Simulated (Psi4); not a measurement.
## Frequency calculation of BNH$_{6}$ (part 1 of 4)

- system: BNH$_{6}$
- method: HF/6-311G*, UHF (Psi4 1.11)

The geometry comes from this level: PBE0-D4/def2-TZVP.

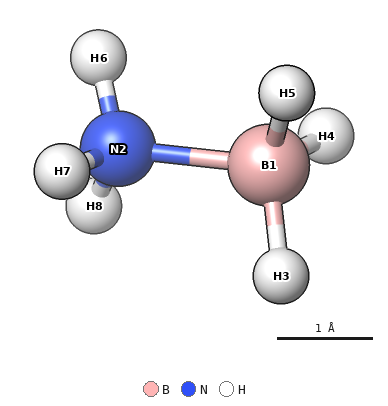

Fig. 1: The input geometry (ball-and-stick view, seen at a tilt; atoms are numbered from 1 in the order of the input).

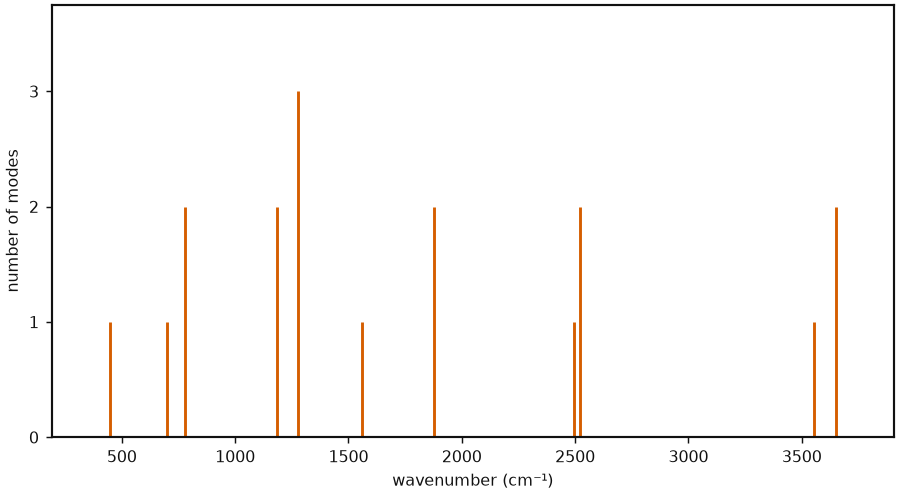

Fig. 2: Harmonic vibrational wavenumbers from the force constants; neighbouring modes closer than 15 cm⁻¹ are counted in one stick. 18 modes from 446 to 3651 cm⁻¹, none imaginary.

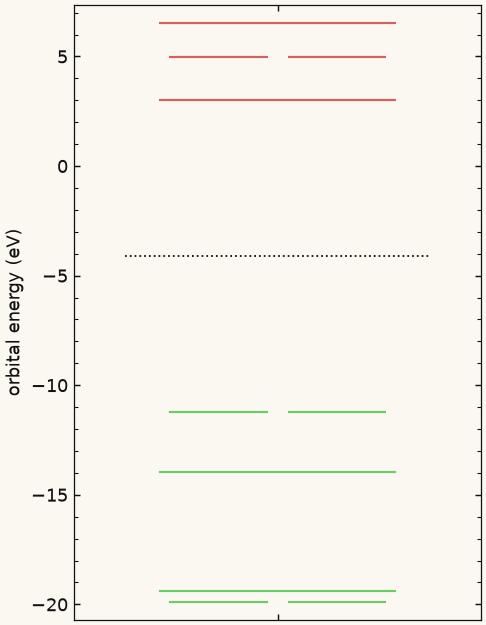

Fig. 3: Orbital energies near the frontier; the dotted line parts filled from empty levels, and levels within 0.02 eV of each other stand side by side. Highest filled −11.21 eV, lowest empty 3.01 eV, 14.22 eV apart.

The input and output of the run follow.

**Input file (bh6n.in)**
```
memory 1.6 GB

molecule geom {
  0 1
  B
  N 1 1.638759
  H 1 1.212228 2 105.26546
  H 1 1.212215 3 113.3285 2 -114.50882
  H 1 1.212161 4 113.33218 3 130.97902
  H 2 1.01489 1 110.90891 5 59.9411
  H 2 1.014951 6 107.99025 1 121.72399
  H 2 1.014915 6 107.99934 7 116.54912
  units angstrom
}

set {
  reference uhf
  scf_type mem_df
  diis false
  s_orthogonalization symmetric
  guess modhuckel
  maxiter 50
  rotational_symmetry_number 3
}

E, wfn = freq("hf/6-311G*", return_wfn=True)
print_variables()
```

Run as:
```bash
psi4 bh6n.in bh6n.out -n 1
```

**Log**
```
Psi4 1.11 release

gradient() will perform analytic gradient computation.

   => Loading Basis Set <=

    Name: 6-311G*
    Role: ORBITAL
    Keyword: BASIS

         ---------------------------------------------------------
                                   SCF
                              UHF Reference
                        1 Threads,   1525 MiB Core
         ---------------------------------------------------------

  ==> Geometry <==

    Molecular point group: c1
    Full point group: C1

    Geometry (in Angstrom), charge = 0, multiplicity = 1:

       Center              X                  Y                   Z               Mass
    ------------   -----------------  -----------------  -----------------  -----------------
         B           -0.000000719958    -0.000001594630    -0.902557574544    11.009305360000
         N           -0.000000719958    -0.000001594630     0.736201425456    14.003074004430
         H           -0.000000719958     1.169454535133    -1.221726941094     1.007825032230
         H            1.012820511635    -0.584680800585    -1.221632150754     1.007825032230
         H           -1.012702676402    -0.584769125095    -1.221643726938     1.007825032230
         H           -0.000916498618    -0.948059617863     1.098398689433     1.007825032230
         H           -0.820642770274     0.474774518576     1.098499369119     1.007825032230
         H            0.821460021654     0.473320065648     1.098446250300     1.007825032230

  Running in c1 symmetry.

  Rotational constants: A =      2.46006  B =      0.59897  C =      0.59896 [cm^-1]
  Rotational constants: A =  73750.83487  B =  17956.54003  C =  17956.42651 [MHz]
  Nuclear repulsion =   40.754556459560874

  Charge       = 0
  Multiplicity = 1
  Electrons    = 18
  Nalpha       = 9
  Nbeta        = 9

  ==> Algorithm <==

  SCF Algorithm Type is MEM_DF.
  DIIS disabled.
  MOM disabled.
  Fractional occupation disabled.
  Guess Type is MODHUCKEL.
  Energy threshold   = 1.00e-08
  Density threshold  = 1.00e-08
  Integral threshold = 1.00e-12

  ==> Primary Basis <==

  Basis Set: 6-311G*
    Blend: 6-311G*
    Number of shells: 34
    Number of basis functions: 54
    Number of Cartesian functions: 56
    Spherical Harmonics?: true
    Max angular momentum: 2

   => Loading Basis Set <=

    Name: (6-311G* AUX)
    Role: JKFIT
    Keyword: DF_BASIS_SCF

  ==> Integral Setup <==

  DFHelper Memory: AOs need 0.009 GiB; user supplied 1.118 GiB.
  SCF_SUBTYPE=INCORE selected. In-core MEM_DF algorithm will be used.
  Using in-core AOs.

  ==> MemDFJK: Density-Fitted J/K Matrices <==

    J tasked:                   Yes
    K tasked:                   Yes
    wK tasked:                   No
    Memory [MiB]:              1144
    Algorithm:                 Core
    Schwarz Cutoff:           1E-12
    Mask sparsity (%):       0.0000
    Fitting Condition:        1E-10

   => Auxiliary Basis Set <=

  Basis Set: (6-311G* AUX)
    Blend: CC-PVTZ-JKFIT
    Number of shells: 110
    Number of basis functions: 338
    Number of Cartesian functions: 402
    Spherical Harmonics?: true
    Max angular momentum: 4

    Using symmetric orthogonalization.
  Minimum eigenvalue in the overlap matrix is 6.6437546706E-03.
  Reciprocal condition number of the overlap matrix is 1.0270863871E-03.

  ==> Pre-Iterations <==

   -------------------------------------------------------
    Irrep   Nso     Nmo     Nalpha   Nbeta   Ndocc  Nsocc
   -------------------------------------------------------
     A         54      54       9       9       9       0
   -------------------------------------------------------
    Total      54      54       9       9       9       0
   -------------------------------------------------------

  ==> Iterations <==

                           Total Energy        Delta E     RMS |[F,P]|

   @DF-UHF iter   1:   -81.88081900731697   -8.18808e+01   2.65504e-02 ADIIS
   @DF-UHF iter   2:   -82.56312842190150   -6.82309e-01   6.78100e-03 ADIIS
   @DF-UHF iter   3:   -82.61683507138018   -5.37066e-02   3.44637e-03 ADIIS
   @DF-UHF iter   4:   -82.62741368021047   -1.05786e-02   1.87528e-03 ADIIS
   @DF-UHF iter   5:   -82.63025899339102   -2.84531e-03   1.04852e-03 ADIIS
   @DF-UHF iter   6:   -82.63140971896243   -1.15073e-03   2.20081e-04 ADIIS
   @DF-UHF iter   7:   -82.63145318109588   -4.34621e-05   1.03401e-04 ADIIS
   @DF-UHF iter   8:   -82.63141858969510    3.45914e-05   2.11758e-04 ADIIS
   @DF-UHF iter   9:   -82.63145149021381   -3.29005e-05   1.23696e-04 ADIIS
   @DF-UHF iter  10:   -82.63146109072817   -9.60051e-06   8.26984e-05
   @DF-UHF iter  11:   -82.63146701687032   -5.92614e-06   4.69908e-05
   @DF-UHF iter  12:   -82.63146871741976   -1.70055e-06   2.56810e-05
   @DF-UHF iter  13:   -82.63146922819143   -5.10772e-07   1.44720e-05
   @DF-UHF iter  14:   -82.63146938472845   -1.56537e-07   8.01686e-06
   @DF-UHF iter  15:   -82.63146943313778   -4.84093e-08   4.49281e-06
   @DF-UHF iter  16:   -82.63146944816839   -1.50306e-08   2.50080e-06
   @DF-UHF iter  17:   -82.63146945284353   -4.67514e-09   1.39807e-06
   @DF-UHF iter  18:   -82.63146945429909   -1.45556e-09   7.79576e-07
   @DF-UHF iter  19:   -82.63146945475248   -4.53383e-10   4.35394e-07
   @DF-UHF iter  20:   -82.63146945489370   -1.41227e-10   2.42939e-07
   @DF-UHF iter  21:   -82.63146945493754   -4.38405e-11   1.35630e-07
   @DF-UHF iter  22:   -82.63146945495126   -1.37135e-11   7.56968e-08
   @DF-UHF iter  23:   -82.63146945495548   -4.22062e-12   4.22549e-08
   @DF-UHF iter  24:   -82.63146945495689   -1.40687e-12   2.35849e-08
   @DF-UHF iter  25:   -82.63146945495724   -3.55271e-13   1.31647e-08
   @DF-UHF iter  26:   -82.63146945495743   -1.84741e-13   7.34822e-09
  Energy and wave function converged.

  ==> Post-Iterations <==

   @Spin Contamination Metric:   3.552713679E-14
   @S^2 Expected:                0.000000000E+00
   @S^2 Observed:                3.552713679E-14
   @S   Expected:                0.000000000E+00
   @S   Observed:                0.000000000E+00

    Orbital Energies [Eh]
    ---------------------

    Alpha Occupied:

       1A    -15.642838     2A     -7.525409     3A     -1.252895
       4A     -0.731140     5A     -0.731102     6A     -0.713339
       7A     -0.512420     8A     -0.412116     9A     -0.412096

    Alpha Virtual:

      10A      0.110766    11A      0.183641    12A      0.183645
      13A      0.240119    14A      0.276192    15A      0.276195
      16A      0.288314    17A      0.400934    18A      0.400940
      19A      0.471914    20A      0.471945    21A      0.484204
      22A      0.629189    23A      0.723533    24A      0.755428
      25A      0.755454    26A      0.825589    27A      0.882560
      28A      0.893003    29A      0.893007    30A      1.159150
      31A      1.159156    32A      1.374656    33A      1.386298
      34A      1.386308    35A      1.508630    36A      2.082740
      37A      2.082767    38A      2.199067    39A      2.199072
      40A      2.262339    41A      2.429185    42A      2.429188
      43A      2.436553    44A      2.743862    45A      2.881689
      46A      2.881698    47A      3.137922    48A      3.147262
      49A      3.147287    50A      4.405858    51A      4.405946
      52A      4.530743    53A     15.103934    54A     36.667329

    Beta Occupied:

       1A    -15.642838     2A     -7.525409     3A     -1.252895
       4A     -0.731140     5A     -0.731102     6A     -0.713339
       7A     -0.512420     8A     -0.412116     9A     -0.412096

    Beta Virtual:

      10A      0.110766    11A      0.183641    12A      0.183645
      13A      0.240119    14A      0.276192    15A      0.276195
      16A      0.288314    17A      0.400934    18A      0.400940
      19A      0.471914    20A      0.471945    21A      0.484204
      22A      0.629189    23A      0.723533    24A      0.755428
      25A      0.755454    26A      0.825589    27A      0.882560
      28A      0.893003    29A      0.893007    30A      1.159150
      31A      1.159156    32A      1.374656    33A      1.386298
      34A      1.386308    35A      1.508630    36A      2.082740
      37A      2.082767    38A      2.199067    39A      2.199072
      40A      2.262339    41A      2.429185    42A      2.429188
      43A      2.436553    44A      2.743862    45A      2.881689
      46A      2.881698    47A      3.137922    48A      3.147262
      49A      3.147287    50A      4.405858    51A      4.405946
      52A      4.530743    53A     15.103934    54A     36.667329

    Final Occupation by Irrep:
              A
    DOCC [     9 ]
    SOCC [     0 ]
    NA   [     9 ]
    NB   [     9 ]

  @DF-UHF Final Energy:   -82.63146945495743

   => Energetics <=

    Nuclear Repulsion Energy =             40.7545564595608738
    One-Electron Energy =                -190.9053450301577186
    Two-Electron Energy =                  67.5193191156394050
    Total Energy =                        -82.6314694549574256

  UHF NO Occupations:
  HONO-2 :    7  A 2.0000000
  HONO-1 :    8  A 2.0000000
  HONO-0 :    9  A 2.0000000
  LUNO+0 :   10  A 0.0000000
  LUNO+1 :   11  A 0.0000000
  LUNO+2 :   12  A 0.0000000
  LUNO+3 :   13  A 0.0000000

Computation Completed

Properties will be evaluated at   0.000000,   0.000000,   0.000000 [a0]

Properties computed using the SCF density matrix

 Multipole Moments:

 ------------------------------------------------------------------------------------
     Multipole            Electronic (a.u.)      Nuclear  (a.u.)        Total (a.u.)
 ------------------------------------------------------------------------------------

 L = 1.  Multiply by 2.5417464519 to convert [e a0] to [Debye]
 Dipole X            :         -0.0001191            0.0000174           -0.0001017
 Dipole Y            :         -0.0000437            0.0000386           -0.0000051
 Dipole Z            :          1.7344476            0.5120470            2.2464946
 Magnitude           :                                                    2.2464946

 ------------------------------------------------------------------------------------

	total time  =          0 seconds =       0.00 minutes

         ------------------------------------------------------------
                                   SCF GRAD
         ------------------------------------------------------------

  ==> Geometry <==

    Molecular point group: c1
    Full point group: C1

    Geometry (in Angstrom), charge = 0, multiplicity = 1:

       Center              X                  Y                   Z               Mass
    ------------   -----------------  -----------------  -----------------  -----------------
         B           -0.000000719958    -0.000001594630    -0.902557574544    11.009305360000
         N           -0.000000719958    -0.000001594630     0.736201425456    14.003074004430
         H           -0.000000719958     1.169454535133    -1.221726941094     1.007825032230
         H            1.012820511635    -0.584680800585    -1.221632150754     1.007825032230
         H           -1.012702676402    -0.584769125095    -1.221643726938     1.007825032230
         H           -0.000916498618    -0.948059617863     1.098398689433     1.007825032230
         H           -0.820642770274     0.474774518576     1.098499369119     1.007825032230
         H            0.821460021654     0.473320065648     1.098446250300     1.007825032230

  Nuclear repulsion =   40.754556459560874

  ==> Basis Set <==

  Basis Set: 6-311G*
    Blend: 6-311G*
    Number of shells: 34
    Number of basis functions: 54
    Number of Cartesian functions: 56
    Spherical Harmonics?: true
    Max angular momentum: 2

  ==> DFJKGrad: Density-Fitted SCF Gradients <==

    Gradient:                    1
    J tasked:                  Yes
    K tasked:                  Yes
    wK tasked:                  No
    Integrals threads:           1
    Memory [MiB]:             1144
    Schwarz Cutoff:          1E-12
    Fitting Condition:       1E-10

   => Auxiliary Basis Set <=

  Basis Set: (6-311G* AUX)
    Blend: CC-PVTZ-JKFIT
    Number of shells: 110
    Number of basis functions: 338
    Number of Cartesian functions: 402
    Spherical Harmonics?: true
    Max angular momentum: 4

  -Total Gradient:
     Atom            X                  Y                   Z
    ------   -----------------  -----------------  -----------------
       1       -0.000021228954    -0.000014437081     0.007883415186
       2        0.000038071257    -0.000041963186    -0.020515187702
       3        0.000000697057    -0.000312194972     0.000035501173
       4       -0.000272970268     0.000163225770     0.000040924636
       5        0.000294450632     0.000165304724     0.000047867219
       6       -0.000027634617    -0.012821113921     0.004156930272
       7       -0.011134719366     0.006444032192     0.004184984367
       8        0.011123334259     0.006417146474     0.004165564850

	total time  =          1 seconds =       0.02 minutes

  Based on options and gradient (rms=6.55E-03), recommend projecting translations and projecting rotations.
hessian() will perform analytic frequency computation.

   => Loading Basis Set <=

    Name: 6-311G*
    Role: ORBITAL
    Keyword: BASIS

         ---------------------------------------------------------
                                   SCF
                              UHF Reference
                        1 Threads,   1525 MiB Core
         ---------------------------------------------------------

  ==> Geometry <==

    Molecular point group: c1
    Full point group: C1

    Geometry (in Angstrom), charge = 0, multiplicity = 1:

       Center              X                  Y                   Z               Mass
    ------------   -----------------  -----------------  -----------------  -----------------
         B           -0.000000719958    -0.000001594630    -0.902557574544    11.009305360000
         N           -0.000000719958    -0.000001594630     0.736201425456    14.003074004430
         H           -0.000000719958     1.169454535133    -1.221726941094     1.007825032230
         H            1.012820511635    -0.584680800585    -1.221632150754     1.007825032230
         H           -1.012702676402    -0.584769125095    -1.221643726938     1.007825032230
         H           -0.000916498618    -0.948059617863     1.098398689433     1.007825032230
         H           -0.820642770274     0.474774518576     1.098499369119     1.007825032230
         H            0.821460021654     0.473320065648     1.098446250300     1.007825032230

  Running in c1 symmetry.

  Rotational constants: A =      2.46006  B =      0.59897  C =      0.59896 [cm^-1]
  Rotational constants: A =  73750.83487  B =  17956.54003  C =  17956.42651 [MHz]
  Nuclear repulsion =   40.754556459560867

  Charge       = 0
  Multiplicity = 1
  Electrons    = 18
  Nalpha       = 9
  Nbeta        = 9

  ==> Algorithm <==

  SCF Algorithm Type is MEM_DF.
  DIIS disabled.
  MOM disabled.
  Fractional occupation disabled.
  Guess Type is MODHUCKEL.
  Energy threshold   = 1.00e-08
  Density threshold  = 1.00e-08
  Integral threshold = 1.00e-12

  ==> Primary Basis <==

  Basis Set: 6-311G*
    Blend: 6-311G*
    Number of shells: 34
    Number of basis functions: 54
    Number of Cartesian functions: 56
    Spherical Harmonics?: true
    Max angular momentum: 2

   => Loading Basis Set <=

    Name: (6-311G* AUX)
    Role: JKFIT
    Keyword: DF_BASIS_SCF

  ==> Integral Setup <==

  DFHelper Memory: AOs need 0.009 GiB; user supplied 1.118 GiB.
  SCF_SUBTYPE=INCORE selected. In-core MEM_DF algorithm will be used.
  Using in-core AOs.

  ==> MemDFJK: Density-Fitted J/K Matrices <==

    J tasked:                   Yes
    K tasked:                   Yes
    wK tasked:                   No
    Memory [MiB]:              1144
    Algorithm:                 Core
    Schwarz Cutoff:           1E-12
    Mask sparsity (%):       0.0000
    Fitting Condition:        1E-10

   => Auxiliary Basis Set <=

  Basis Set: (6-311G* AUX)
    Blend: CC-PVTZ-JKFIT
    Number of shells: 110
    Number of basis functions: 338
    Number of Cartesian functions: 402
    Spherical Harmonics?: true
    Max angular momentum: 4

    Using symmetric orthogonalization.
  Minimum eigenvalue in the overlap matrix is 6.6437546706E-03.
  Reciprocal condition number of the overlap matrix is 1.0270863871E-03.

  ==> Pre-Iterations <==
```
